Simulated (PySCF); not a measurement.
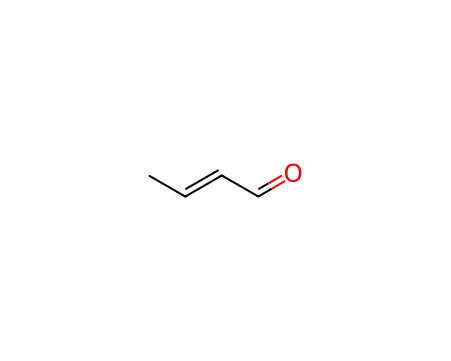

Structural formula above. Computed geometry: PBE0-D3(BJ)/def2-SVP optimisation. No frequency run is at hand to confirm it as a minimum.

What does the molecule look like in three dimensions?

The molecule is C4H6O. Its SMILES string is `C/C=C/C=O`. It has no ring. Among its groups: aldehyde, alkene. Coordination: 1 C tetrahedral; 3 C trigonal planar.

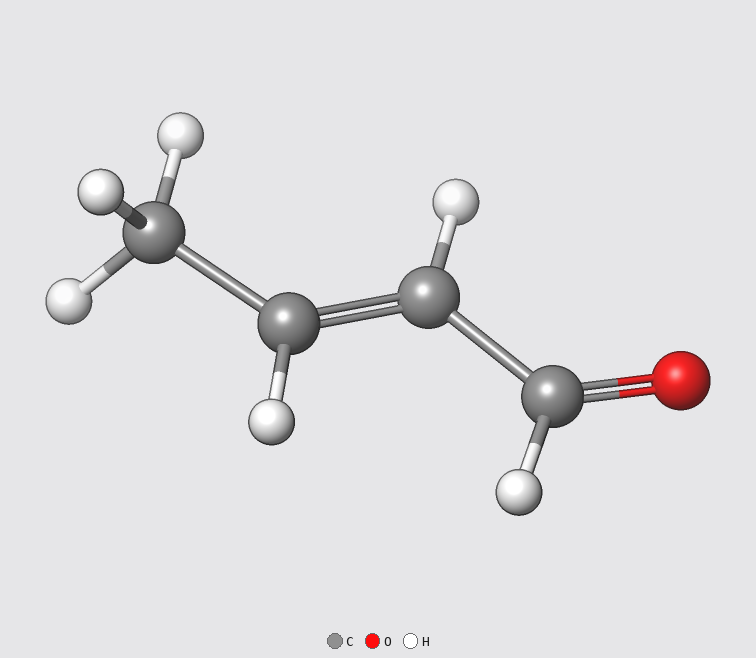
